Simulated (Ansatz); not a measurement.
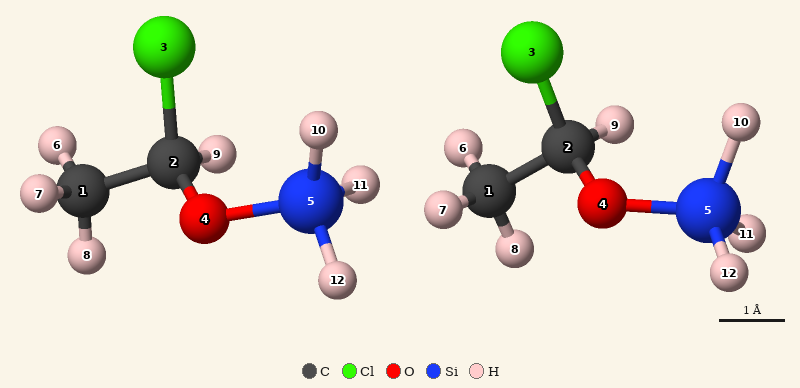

Two geometries of C2H7ClOSi, drawn at one scale. One is the start of a relaxation, the other its converged end. The picture is a ball-and-stick view, seen from a free direction.

The calculation used Ansatz 0.2.0, UKS PBE0/STO-3G. Set-up: collinear spin; force threshold 0.02 eV/Å; at most 40 steps.

> Which geometry has the lower energy?

The left one is the relaxed one. The run prepares the start of a later molecular dynamics calculation, from a guessed geometry. After 9 geometry steps the energy has fallen by 0.695 eV. Largest force component: 3.4 eV/Å at the start, 0.01 eV/Å at the end. H11 moves most after the best rigid fit: 0.82 Å. By element the largest moves are H 0.82 Å, Cl 0.59 Å, O 0.32 Å, C 0.30 Å, Si 0.17 Å. Near-neighbour distances that change, for instance: C2–Cl3 1.759 → 1.909 Å, O4–Si5 1.653 → 1.734 Å, C2–O4 1.470 → 1.400 Å, Si5–H10 1.512 → 1.445 Å. Bond angles that change, for instance: Cl3–C2–O4 107.2° → 112.5°, O4–Si5–H12 108.6° → 104.3°, H6–C1–H7 113.7° → 109.4°. Groups turn about C2–O4 by about 35°.

Limits of the set-up: STO-3G is a minimal basis, so the numbers are rough.
